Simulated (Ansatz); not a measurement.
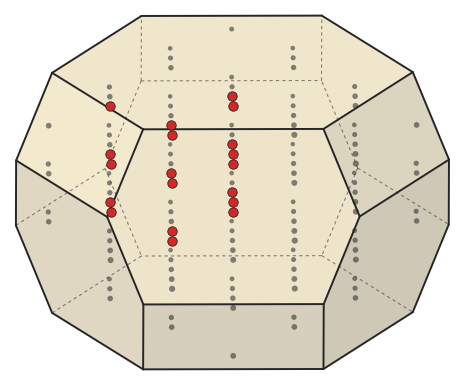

The Γ-centred 5×5×5 k-point mesh of a calculation on Rb2CdSe2O6 (DFT, PAW plane waves, r2scan (Ansatz)), folded into the first Brillouin zone of the 11-atom cell that was run; each point of the zone's surface is drawn once. One point of each star is marked in colour. Space group R-3m. The structure was generated and need not be a known form of this composition.

```xyz
11
Lattice="5.7822 0.0000 0.0000 -2.8911 5.0076 0.0000 -2.8911 1.6692 6.8823" Properties=species:S:1:pos:R:3 pbc="T T T"
Rb    2.8914    1.6690    2.7871
Rb   -2.8914    5.0077    4.0952
Cd    0.0000    0.0000    0.0000
Se    0.0003    3.3382    6.1363
Se   -0.0003    3.3385    0.7460
O     1.3238    2.5741    5.4302
O     0.0000    4.8670    5.4302
O    -1.3238    2.5741    5.4302
O    -1.3238    4.1027    1.4521
O     1.3238    4.1027    1.4521
O     0.0000    1.8097    1.4521
```

Question: To how many irreducible points do the crystal's point group and time reversal reduce the mesh (magnetic order left aside)?

Answer: 19 of 125.

Question: List one member of each star with its weight, in the reciprocal vectors of this cell.

Answer:
```tsv
k₁	k₂	k₃	weight
0	0	0	1
0	0	1/5	2
1/5	0	0	6
1/5	−1/5	0	6
1/5	0	1/5	6
0	0	2/5	2
1/5	−1/5	1/5	6
2/5	−1/5	−1/5	6
2/5	−1/5	0	12
1/5	0	2/5	6
2/5	−2/5	−1/5	6
2/5	0	0	6
2/5	−2/5	0	6
2/5	−1/5	1/5	12
2/5	0	1/5	6
2/5	−2/5	1/5	6
3/5	−1/5	−1/5	12
3/5	−2/5	−1/5	12
3/5	−2/5	0	6
```

Question: How fine is the mesh?

Answer: Spacing |bᵢ|/nᵢ = 0.258, 0.258, 0.183 1/Å (2π included).
